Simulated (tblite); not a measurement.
Run report: C₃H₁₂OSi₂, geometry relaxation

System: C₃H₁₂OSi₂, SMILES C[SiH2]O[SiH](C)C.
Method: GFN2-xTB geometry optimisation, gas phase (tblite 0.8.0).

It belongs to a series of runs on one base structure; here: constitutional isomer.

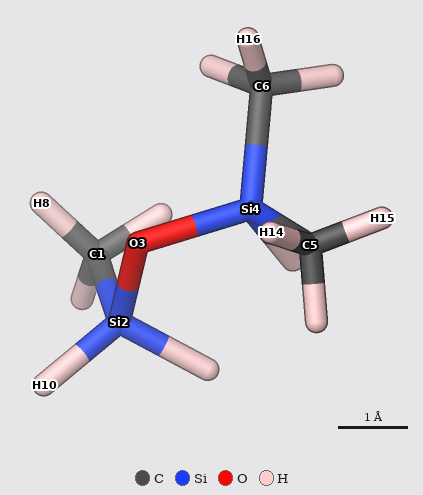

Fig. 1: The input geometry (stick view, seen at a tilt; atoms are numbered from 1 in the order of the input).

**Results in brief**

| quantity | value |
| --- | --- |
| outcome | converged |
| total energy | −548.5949 eV |
| hardware | 1 CPU thread, shared host |
| wall time | 0.76 s |
| peak memory | 0.18 GiB |

**Input**
```
{"job": {"kind": "relax", "xc": "GFN2-xTB", "basis": "xTB"}, "charge": 0, "multiplicity": 1}
C     -2.667500     0.054100    -0.414700
Si    -1.471600    -1.318100    -0.037600
O     -0.132300    -0.588300     0.801300
Si     0.845500     0.110800    -0.440200
C      2.470100    -0.783600    -0.351200
C      0.970300     1.941000    -0.309000
H     -3.581500    -0.306700    -0.937600
H     -2.896400     0.620300     0.520500
H     -2.103600     0.749900    -1.077500
H     -2.071800    -2.397000     0.757600
H     -0.915800    -1.785700    -1.320900
H      0.260300    -0.199100    -1.758200
H      2.284000    -1.808000    -0.755600
H      2.843100    -0.949100     0.681900
H      3.249500    -0.324700    -1.005100
H      1.606700     2.307000     0.524300
H     -0.040500     2.375100    -0.123400
H      1.342700     2.308400    -1.295700
```

The first line tells a small driver script what to run in tblite; the rest is the geometry in Å.

Launched with:
```bash
OMP_NUM_THREADS=1 python <driver script> task.json out
```

**The program's output**
```
step      E/eV     max force
  0    -547.33738    2.981
  1    -547.65586    1.931
  2    -547.79305    0.776
  3    -547.85367    0.878
  4    -547.94761    0.606
  5    -547.98355    0.647
  6    -548.05941    0.689
  7    -548.11470    0.660
  8    -548.16190    0.518
  9    -548.19551    0.520
 10    -548.22967    0.473
 11    -548.26225    0.460
 12    -548.29250    0.397
 13    -548.31772    0.319
 14    -548.34163    0.315
 15    -548.37312    0.459
 16    -548.41034    0.609
 17    -548.43534    0.467
 18    -548.44534    0.273
 19    -548.45309    0.314
 20    -548.46341    0.468
 21    -548.47729    0.484
 22    -548.49266    0.298
 23    -548.50240    0.316
 24    -548.51020    0.244
 25    -548.51836    0.318
 26    -548.52663    0.215
 27    -548.53238    0.287
 28    -548.53691    0.200
 29    -548.54049    0.215
 30    -548.54312    0.156
 31    -548.54520    0.092
 32    -548.54689    0.121
 33    -548.54860    0.162
 34    -548.55038    0.134
 35    -548.55161    0.071
 36    -548.55254    0.067
 37    -548.55344    0.071
 38    -548.55437    0.071
 39    -548.55511    0.051
 40    -548.55555    0.043
 41    -548.55584    0.037
 42    -548.55613    0.036
 43    -548.55644    0.039
 44    -548.55673    0.036
 45    -548.55699    0.032
 46    -548.55727    0.037
 47    -548.55763    0.044
 48    -548.55811    0.051
 49    -548.55869    0.047
 50    -548.55928    0.058
 51    -548.55988    0.056
 52    -548.56050    0.053
 53    -548.56110    0.074
 54    -548.56171    0.072
 55    -548.56236    0.068
 56    -548.56313    0.062
 57    -548.56397    0.067
 58    -548.56486    0.070
 59    -548.56569    0.069
 60    -548.56665    0.082
 61    -548.56752    0.066
 62    -548.56864    0.071
 63    -548.56946    0.077
 64    -548.57053    0.068
 65    -548.57198    0.095
 66    -548.57388    0.111
 67    -548.57588    0.099
 68    -548.57766    0.093
 69    -548.57582    0.226
 70    -548.57960    0.073
 71    -548.58031    0.060
 72    -548.58191    0.076
 73    -548.58224    0.052
 74    -548.58268    0.047
 75    -548.58378    0.059
 76    -548.58510    0.104
 77    -548.58640    0.121
 78    -548.58798    0.083
 79    -548.58867    0.070
 80    -548.58847    0.094
 81    -548.58943    0.056
 82    -548.58976    0.048
 83    -548.59027    0.041
 84    -548.59081    0.033
 85    -548.59117    0.035
 86    -548.59147    0.035
 87    -548.59164    0.036
 88    -548.59185    0.035
 89    -548.59219    0.031
 90    -548.59246    0.027
 91    -548.59262    0.026
 92    -548.59272    0.021
 93    -548.59279    0.018
 94    -548.59289    0.025
 95    -548.59297    0.021
 96    -548.59302    0.016
 97    -548.59304    0.014
 98    -548.59306    0.014
 99    -548.59312    0.020
100    -548.59319    0.027
101    -548.59329    0.026
102    -548.59338    0.016
103    -548.59345    0.016
104    -548.59351    0.017
105    -548.59359    0.025
106    -548.59368    0.025
107    -548.59375    0.016
108    -548.59382    0.019
109    -548.59392    0.027
110    -548.59409    0.041
111    -548.59432    0.049
112    -548.59450    0.031
113    -548.59459    0.018
114    -548.59464    0.021
115    -548.59467    0.020
116    -548.59473    0.014
117    -548.59477    0.018
118    -548.59482    0.022
119    -548.59486    0.016
120    -548.59490    0.013
121    -548.59492    0.009
```

**Trajectory as extended XYZ (Å, eV, eV/Å), 6 of the 122 frames kept, from step=0 to step=121**
```
18
Properties=species:S:1:pos:R:3:forces:R:3 step=0 energy=-547.33738
C    -2.6675    0.0541   -0.4147   -0.2810   0.9850  -0.1680
Si   -1.4716   -1.3181   -0.0376    1.1450  -0.3140   1.2560
O    -0.1323   -0.5883    0.8013   -0.7660  -0.2430  -2.8710
Si    0.8455    0.1108   -0.4402   -0.6960  -1.1130   1.3480
C     2.4701   -0.7836   -0.3512    1.0830  -1.2330  -0.2400
C     0.9703    1.9410   -0.3090   -0.3380   1.7520   0.1590
H    -3.5815   -0.3067   -0.9376    0.6770   0.5450   0.5950
H    -2.8964    0.6203    0.5205   -0.1910  -0.4650  -0.9150
H    -2.1036    0.7499   -1.0775   -0.7530  -0.2930   0.3370
H    -2.0718   -2.3970    0.7576    0.3470   0.2190   0.0400
H    -0.9158   -1.7857   -1.3209   -0.4250  -0.4930   0.3030
H     0.2603   -0.1991   -1.7582    0.2790   0.3550  -0.0980
H     2.2840   -1.8080   -0.7556    0.3100   0.6750   0.2700
H     2.8431   -0.9491    0.6819   -0.0980   0.3780  -0.8050
H     3.2495   -0.3247   -1.0051   -0.5710  -0.3600   0.8070
H     1.6067    2.3070    0.5243   -0.2900  -0.2620  -0.7930
H    -0.0405    2.3751   -0.1234    0.7930  -0.1530  -0.2850
H     1.3427    2.3084   -1.2957   -0.2240   0.0210   1.0610
18
Properties=species:S:1:pos:R:3:forces:R:3 step=24 energy=-548.51020
C    -2.8458    0.0341   -0.4249   -0.0420   0.0200   0.0290
Si   -1.6517   -1.3869   -0.0808    0.2130   0.0570   0.0780
O    -0.1659   -0.7229   -0.0598    0.0920  -0.0190  -0.0370
Si    1.0298    0.1348   -0.7671    0.1630  -0.0220   0.1800
C     2.6343   -0.7856   -0.3412    0.0910  -0.0920   0.0120
C     1.0279    1.9530   -0.1988   -0.0630   0.0280  -0.0450
H    -3.7684   -0.3231   -0.8628   -0.1490   0.0710  -0.0070
H    -3.0829    0.5608    0.4928   -0.1120   0.0800   0.0220
H    -2.3950    0.7513   -1.1046   -0.0470   0.0030  -0.0530
H    -1.7985   -1.9554    1.2627    0.0180  -0.0050  -0.1000
H    -1.7308   -2.3761   -1.1595    0.0650  -0.0400   0.0500
H     0.7899    0.0927   -2.2096   -0.0330  -0.0060  -0.1540
H     2.5271   -1.8223   -0.6473    0.0530  -0.0510   0.0460
H     2.8689   -0.7820    0.7210   -0.1120   0.0250  -0.0300
H     3.5038   -0.3892   -0.8572   -0.0890   0.0910  -0.0400
H     1.6151    2.1501    0.6968   -0.0860  -0.1310  -0.0710
H     0.0104    2.2841   -0.0131   -0.0080   0.0250   0.0830
H     1.4231    2.5888   -0.9875    0.0470  -0.0360   0.0370
18
Properties=species:S:1:pos:R:3:forces:R:3 step=48 energy=-548.55811
C    -2.9341    0.0484   -0.4163   -0.0280   0.0130  -0.0030
Si   -1.6568   -1.3170   -0.0894    0.0050   0.0090   0.0380
O    -0.1582   -0.7384   -0.3020    0.0330  -0.0070  -0.0100
Si    1.0968    0.1129   -0.8915    0.0000  -0.0010   0.0220
C     2.6847   -0.7729   -0.3460   -0.0130   0.0040  -0.0250
C     1.0303    1.8735   -0.1745   -0.0230  -0.0090  -0.0120
H    -3.8744   -0.3606   -0.7704   -0.0330  -0.0330  -0.0120
H    -3.1566    0.6176    0.4816    0.0350   0.0310   0.0210
H    -2.5756    0.7469   -1.1671    0.0040   0.0100  -0.0220
H    -1.6803   -1.7568    1.3059   -0.0100  -0.0200   0.0130
H    -1.8117   -2.4255   -1.0325   -0.0030  -0.0200  -0.0210
H     0.9419    0.1226   -2.3549    0.0180   0.0050   0.0380
H     2.6601   -1.8260   -0.6091    0.0050   0.0080  -0.0110
H     2.8318   -0.7087    0.7292   -0.0080  -0.0010  -0.0200
H     3.5527   -0.3304   -0.8251    0.0160  -0.0160   0.0170
H     1.5560    1.9462    0.7736   -0.0020  -0.0100   0.0010
H     0.0041    2.1824   -0.0013   -0.0170   0.0200  -0.0130
H     1.4806    2.5922   -0.8512    0.0220   0.0160   0.0000
18
Properties=species:S:1:pos:R:3:forces:R:3 step=73 energy=-548.58224
C    -2.9324    0.0510   -0.4077   -0.0100   0.0030  -0.0110
Si   -1.6451   -1.3058   -0.0854    0.0180   0.0060   0.0140
O    -0.1361   -0.7360   -0.2608   -0.0010  -0.0160  -0.0150
Si    1.1141    0.1151   -0.8669   -0.0340   0.0120  -0.0020
C     2.7111   -0.7829   -0.3707   -0.0180   0.0020  -0.0070
C     1.0051    1.8774   -0.1646   -0.0200   0.0120  -0.0030
H    -3.9377   -0.3610   -0.3988    0.0150   0.0130   0.0010
H    -2.8960    0.8322    0.3480    0.0220  -0.0070  -0.0210
H    -2.7790    0.5224   -1.3762    0.0000  -0.0080   0.0310
H    -1.7023   -1.7773    1.3001    0.0170   0.0060  -0.0130
H    -1.7955   -2.3901   -1.0587    0.0020  -0.0190  -0.0020
H     0.9468    0.1446   -2.3265    0.0100  -0.0150  -0.0180
H     2.7321   -1.7942   -0.7657   -0.0250  -0.0010  -0.0020
H     2.8104   -0.8549    0.7088    0.0160   0.0150  -0.0010
H     3.5857   -0.2662   -0.7542   -0.0130   0.0150   0.0280
H     1.2347    1.9096    0.8970    0.0140  -0.0090  -0.0060
H    -0.0041    2.2596   -0.2888   -0.0010   0.0390   0.0080
H     1.6791    2.5631   -0.6701    0.0090  -0.0480   0.0190
18
Properties=species:S:1:pos:R:3:forces:R:3 step=97 energy=-548.59304
C    -2.9282    0.0427   -0.4018    0.0060   0.0020   0.0050
Si   -1.6441   -1.3193   -0.0949    0.0000  -0.0030  -0.0030
O    -0.1583   -0.7786   -0.4527    0.0050  -0.0010   0.0010
Si    1.1055    0.1265   -0.9319    0.0030   0.0050   0.0020
C     2.6903   -0.7547   -0.3715    0.0010  -0.0010   0.0000
C     0.9934    1.8511   -0.1416   -0.0050   0.0000   0.0020
H    -3.9289   -0.2948   -0.1499   -0.0010  -0.0020  -0.0010
H    -2.7190    0.9250    0.1975   -0.0030   0.0070   0.0000
H    -2.9379    0.3515   -1.4440    0.0050  -0.0010   0.0040
H    -1.5988   -1.7017    1.3186    0.0070   0.0120   0.0020
H    -1.8704   -2.4693   -0.9727    0.0030  -0.0050  -0.0060
H     1.0138    0.2068   -2.3959    0.0010   0.0040   0.0030
H     2.7647   -1.7481   -0.8030   -0.0050  -0.0040   0.0000
H     2.7273   -0.8647    0.7089   -0.0050  -0.0040  -0.0010
H     3.5708   -0.1971   -0.6752    0.0040  -0.0050  -0.0020
H     1.0264    1.7951    0.9434   -0.0030  -0.0050   0.0040
H     0.0689    2.3521   -0.4130   -0.0050   0.0010  -0.0080
H     1.8158    2.4837   -0.4614   -0.0080   0.0010   0.0000
18
Properties=species:S:1:pos:R:3:forces:R:3 step=121 energy=-548.59492
C    -2.9133    0.0483   -0.3961   -0.0030  -0.0010  -0.0010
Si   -1.6097   -1.2967   -0.0980   -0.0060  -0.0010  -0.0020
O    -0.1615   -0.7907   -0.6205    0.0050   0.0020  -0.0010
Si    1.1236    0.1404   -0.9789   -0.0010   0.0000  -0.0020
C     2.6754   -0.7692   -0.3725   -0.0010  -0.0010   0.0020
C     0.9524    1.8298   -0.1257   -0.0070  -0.0010  -0.0050
H    -3.9020   -0.2899   -0.1009    0.0010   0.0050   0.0000
H    -2.6914    0.9489    0.1706   -0.0020   0.0020   0.0020
H    -2.9603    0.3280   -1.4455    0.0000  -0.0040   0.0010
H    -1.4691   -1.5792    1.3332   -0.0020  -0.0020   0.0090
H    -1.8860   -2.5032   -0.8794    0.0010   0.0000  -0.0030
H     1.0974    0.2746   -2.4406    0.0030   0.0010  -0.0020
H     2.7324   -1.7681   -0.7942    0.0010   0.0020  -0.0020
H     2.6805   -0.8718    0.7093    0.0020  -0.0020   0.0030
H     3.5787   -0.2387   -0.6570    0.0000   0.0010  -0.0010
H     0.9053    1.7259    0.9553    0.0020   0.0000   0.0040
H     0.0474    2.3399   -0.4430    0.0020  -0.0030  -0.0030
H     1.7917    2.4780   -0.3572    0.0030   0.0040   0.0010
```

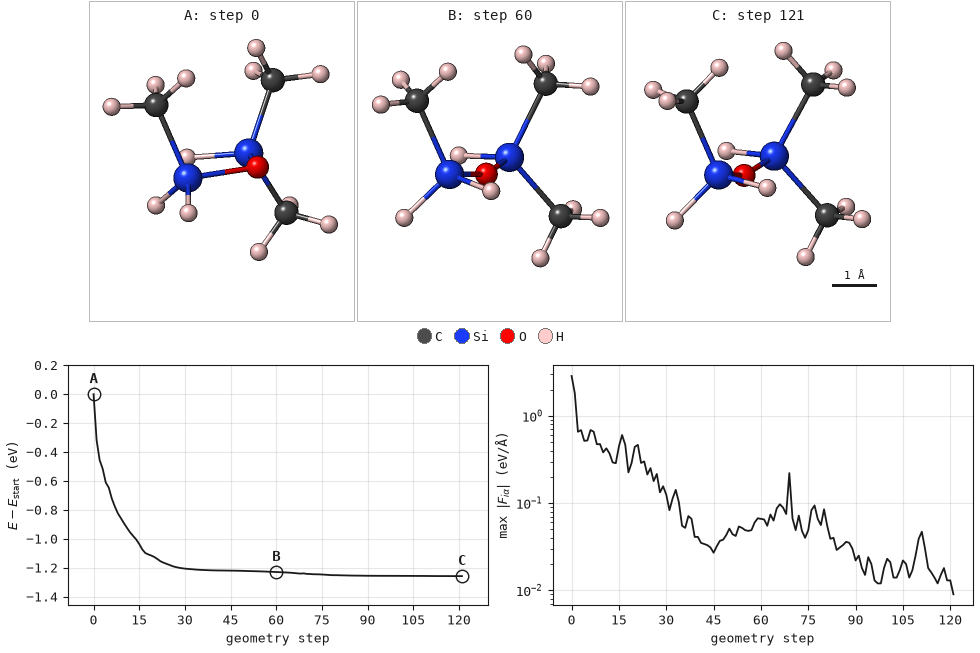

Fig. 2: Frames of the relaxation (ball-and-stick view, seen at a tilt) above the curves, on which the letters mark them (steps are counted from 0).

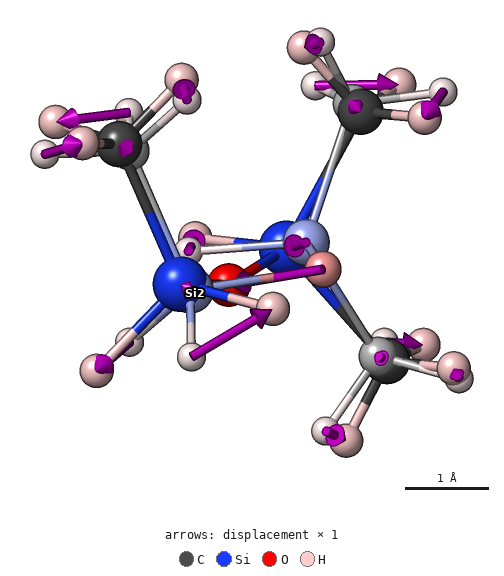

Fig. 3: Start (faint) and end (solid) with the displacements as pink arrows, at true length (ball-and-stick view, seen at a tilt). The two geometries are laid on each other by the best rigid fit. The energy falls by 1.258 eV in 121 geometry steps. The largest force component goes from 2.9 to 0.009 eV/Å. O3 moves most after the best rigid fit: 1.43 Å. By element the largest moves are O 1.43 Å, H 1.29 Å, Si 0.61 Å, C 0.25 Å. Among the contacts that change: Si2–O3 1.741 → 1.621 Å, O3–Si4 1.728 → 1.627 Å, Si4–C6 1.839 → 1.900 Å, C1–Si2 1.859 → 1.897 Å. Among the angles that change: Si2–O3–Si4 105.0° → 162.9°, Si2–C1–H9 104.8° → 111.3°, C5–Si4–H12 106.8° → 112.1°. (Atoms are counted from 1 in the order of the input.)
